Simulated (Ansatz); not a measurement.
CuFH3Si (charge +1)

Input file:

```
crystal:
  periodic: [false, false, false]
  atoms:
    - {symbol: Cu, position_ang: [0.091147, 0.038190, -2.942206]}
    - {symbol: Si, position_ang: [-0.022271, -0.007735, 0.717652]}
    - {symbol: F, position_ang: [0.030897, -0.009362, -0.971055]}
    - {symbol: H, position_ang: [0.730173, -1.217195, 1.090675]}
    - {symbol: H, position_ang: [-1.462305, -0.063141, 1.020280]}
    - {symbol: H, position_ang: [0.632461, 1.259242, 1.084654]}
basis:
  gaussian: {orbitals: "def2-TZVPPD.json"}
total_charge: 1
hamiltonian: {xc: pbe0, dispersion: d4}
output: {orbitals: {seedname: orbitals}}
```

Launched as:

```sh
ansatz run in.yaml --threads 4 --pin off --events-out ev --progress --plain --max-ram 9574MiB
```

Geometry: PBE0-D4/def2-TZVP.

The calculation used Ansatz, RKS PBE0-D4/def2-TZVPPD.

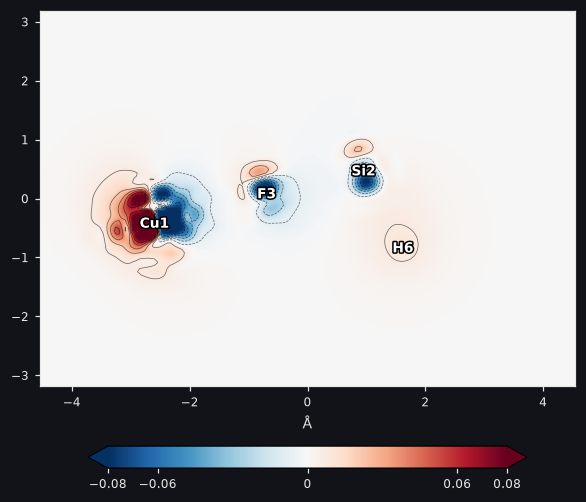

Figure 1. The HOMO−1 on the plane of atoms F3, Si2 and H6 (values in Å⁻³ᐟ²; the overall sign is arbitrary).

### Where does this orbital lie, and at what energy?

By Hirshfeld shares it lies mainly on Cu1 (about 60 %), Si2 (about 15 %), H4 (about 10 %), H5 (about 10 %) and F3 (about 5 %). It is one of a degenerate set, so its orientation is arbitrary. Its energy is −14.09 eV.

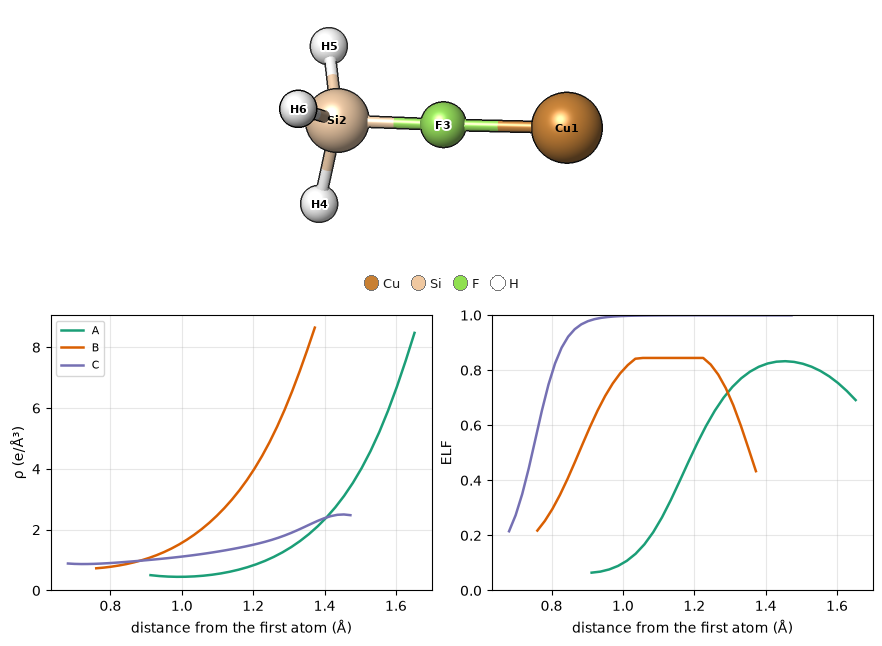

Figure 2. Electron density and ELF along straight lines between neighbouring atoms. The curves leave out the atomic cores. The structure is drawn too.

### Which curve belongs to which contact (Cu–F, Si–F and Si–H)? The first atom named is at distance zero.

Curve A: Cu–F (1.97 Å): the density is about 0.45 e/Å³ at the midpoint; the ELF peaks at about 0.85 in the valence shell of F, 0.5 Å from its nucleus, and is about 0.10 at the midpoint. Curve B: Si–F (1.69 Å): ρ at the midpoint is about 0.87 e/Å³; the ELF peaks at about 0.85 in the valence shell of F, 0.6 Å from its nucleus, and is about 0.40 at the midpoint. Curve C: Si–H (1.47 Å): ρ is about 0.87 e/Å³ halfway; the ELF climbs to about 1 towards the hydrogen, as it does in any bond to H.

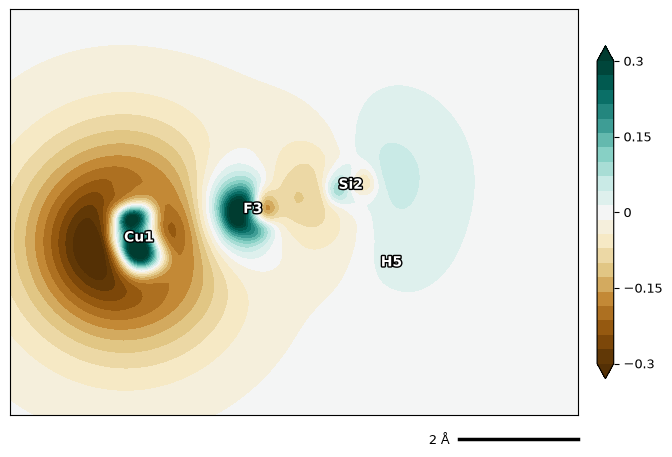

Figure 3. The LUMO on the plane of atoms F3, Si2 and H5 (values in Å⁻³ᐟ²; the overall sign is arbitrary).

### Where does this orbital lie, and at what energy?

By Hirshfeld shares it lies mainly on Cu1 (about 95 %). Its energy is −8.32 eV.
